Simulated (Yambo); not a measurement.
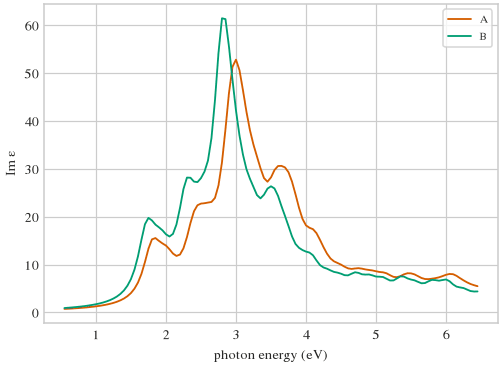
Figure. Two computed absorption spectra of CaGaGeH (space group P3m1, No. 156) under isotropic strain of -1.5 % on all lattice vectors (Yambo, PBEsol bands with the same scissor, field along x)

Axes are Cartesian, with cell vectors (Å) (4.04, 0.00, 0.00), (-2.02, 3.50, 0.00), (0.00, 0.00, 4.57).

Question: Which curve includes the electron-hole attraction (BSE)?

Answer: Curve B: the attraction moves weight to lower energy (centre of the plotted range 3.2 eV against 3.5 eV). Settings: 6×6×6 mesh, 3 valence and 9 conduction bands, static screening with 45 bands and a 4 Ry block, scissor 0.48 eV, Tamm-Dancoff. The scissor comes from a G0W0 run whose convergence isn't established. Broadening 0.15 eV. The band window holds all transitions up to 6.5 eV. On this mesh the peak heights and the fine structure are mesh artefacts; only the shift of weight is robust.

The standard potentials for Ga, Ge keep a d shell in the valence without the s and p states of that shell. In tests on such compounds this moved G0W0 gaps by up to about 0.9 eV, so absolute quasiparticle energies here are unreliable; differences between settings are what counts.

Spin-orbit coupling is not included.

Geometry strained from the cell relaxed with PBEsol, atoms relaxed again; primitive cell a = 4.044 Å, b = 4.044 Å, c = 4.569 Å, α = 90.00°, β = 90.00°, γ = 120.00°.
